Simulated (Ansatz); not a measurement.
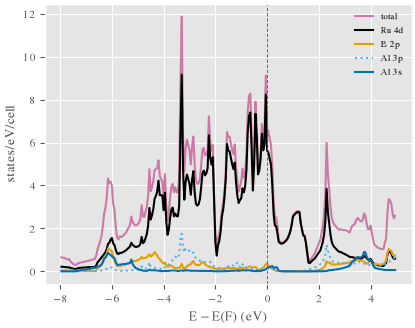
Figure. Total and projected density of states of AlBRu3 (cubic perovskite, space group No. 221), PBE in the plane-wave PAW code Ansatz

Which orbitals carry the states next to the Fermi level?

Within 0.5 eV of the Fermi level: Ru 4d 89 %. Projections are on Löwdin-orthogonalised atomic valence shells; empty p or d shells of many metals are not among them.

Where is the tallest occupied peak in this window, and what makes it?

Near -3.3 eV, about 12 states/eV per cell; the largest projected share is Ru 4d.

Space group Pm-3m (cubic perovskite). The start of the workflow was typed in or built on a structure type; neither database checked (COD, Materials Project) lists it. Whether it is the stable phase at ambient conditions was not checked. The PBE relaxation kept the symmetry of its start; whether a distortion lowers the energy is not shown. The run is not spin-polarised. Scalar-relativistic: spin–orbit coupling is off unless named, which matters more the heavier the elements.

Potentials: the later of the program's two PAW sets.
